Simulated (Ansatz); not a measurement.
# A computed series for WSe2: response to strain

Take WSe$_{2}$ (space group P6_3/mmc, No. 194; a = 3.230 Å, c = 12.411 Å; layered, stacked along the Cartesian z axis) as the base.

Strains are applied to the cell and any free atomic positions relax.

Method: Ansatz (an electronic-structure program), PBEsol-D3(BJ), PAW, cutoff 420 eV, no spin-orbit coupling.

Notes on the quantities. energy relative to the base: free energy F.

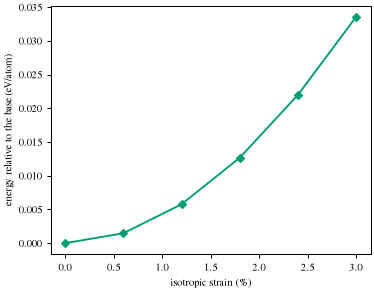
Figure. Energy relative to the base against isotropic strain

Q: From the plot, what is the energy relative to the base for isotropic strain +1.20 %?

A: About 0.006 eV/atom.

Q: Is the trend monotonic over the range shown?

A: Yes, it rises throughout, spanning 0 meV/atom to +34 meV/atom.

Stability against distortions was not tested.
